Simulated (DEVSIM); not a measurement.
Structure: illuminated GaAs p-on-n cell, one wavelength, at 300 K.

```tsv
layer (left to right)	material	thickness (μm)	Nd (cm⁻³)	Na (cm⁻³)	τn (s)	τp (s)	absorption coefficient (cm⁻¹)
1	GaAs	0.320	-	6.8e17	1.7e-9	3.2e-10	23000
2	GaAs	3.00	2e16	-	1.4e-8	1.4e-8	23000
```

Left contact: ohmic, minority electron recombination velocity 400 cm/s. Right contact: ohmic, minority hole recombination velocity 4e5 cm/s. Voltage is applied to the left contact. Recombination: SRH at mid-gap, radiative, Auger. Light enters at the left, 9.5e17 photons cm⁻² s⁻¹, one pass, no reflection. Mobility is constant in doping.

This is a model device: material constants are rounded textbook-type values typed into the input, and sizes, dopings and lifetimes were drawn at random. Values at 300 K.

```
parameter        GaAs
-------------  ------
gap (eV)        1.424
affinity (eV)    4.07
permittivity     12.9
Nc (cm⁻³)      4.7e17
Nv (cm⁻³)        9e18
μn (cm²/Vs)      8500
μp (cm²/Vs)       400
B (cm³/s)       2e-10
Cn (cm⁶/s)      1e-30
Cp (cm⁶/s)      1e-30
```

Simulated with DEVSIM: 1D drift-diffusion, Boltzmann statistics, complete ionisation; no tunnelling, impact ionisation, image-force lowering or self-heating.

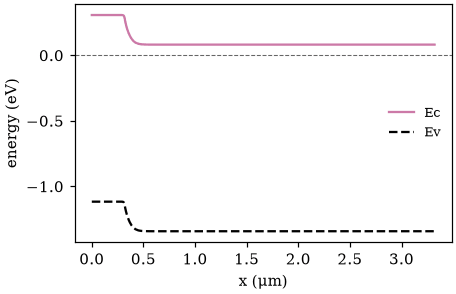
Figure. Band edges at 1.05 V on the left contact, in the dark

Energies count from the Fermi level of the right contact; mesh points crowd at the junctions.

| x (μm) | Ec (eV) | Ev (eV) | n (cm⁻³) | p (cm⁻³) | field (V/cm) |
|---|---|---|---|---|---|
| 0.000 | 0.307 | -1.117 | 3.2e12 | 6.8e17 | ≈ 0 |
| 0.01770 | 0.307 | -1.117 | 3.2e12 | 6.8e17 | ≈ 0 |
| 0.04386 | 0.307 | -1.117 | 3.2e12 | 6.8e17 | ≈ 0 |
| 0.08884 | 0.307 | -1.117 | 3.2e12 | 6.8e17 | ≈ 0 |
| 0.1899 | 0.307 | -1.117 | 3.2e12 | 6.8e17 | ≈ 0 |
| 0.2473 | 0.307 | -1.117 | 3.2e12 | 6.8e17 | ≈ 0 |
| 0.2861 | 0.307 | -1.117 | 3.2e12 | 6.8e17 | -120 |
| 0.3150 | 0.293 | -1.131 | 5.6e12 | 4.0e17 | -25000 |
| 0.3306 | 0.234 | -1.190 | 5.5e13 | 4.0e16 | -32000 |
| 0.3571 | 0.169 | -1.255 | 6.7e14 | 3.3e15 | -19000 |
| 0.4034 | 0.109 | -1.315 | 7.0e15 | 3.1e14 | -7700 |
| 0.5178 | 0.082 | -1.342 | 2.0e16 | 1.1e14 | -240 |
| 0.6854 | 0.081 | -1.343 | 2.0e16 | 9.9e13 | ≈ 0 |
| 0.9525 | 0.081 | -1.343 | 2.0e16 | 8.8e13 | ≈ 0 |
| 1.704 | 0.082 | -1.343 | 2.0e16 | 6.0e13 | ≈ 0 |
| 2.364 | 0.082 | -1.342 | 2.0e16 | 3.8e13 | ≈ 0 |
| 2.786 | 0.082 | -1.342 | 2.0e16 | 2.5e13 | ≈ 0 |
| 3.026 | 0.082 | -1.342 | 2.0e16 | 1.7e13 | ≈ 0 |
| 3.190 | 0.082 | -1.342 | 2.0e16 | 1.2e13 | ≈ 0 |
| 3.256 | 0.082 | -1.342 | 2.0e16 | 1.0e13 | ≈ 0 |
| 3.294 | 0.082 | -1.342 | 2.0e16 | 8.8e12 | ≈ 0 |
| 3.320 | 0.082 | -1.342 | 2.0e16 | 8.0e12 | ≈ 0 |
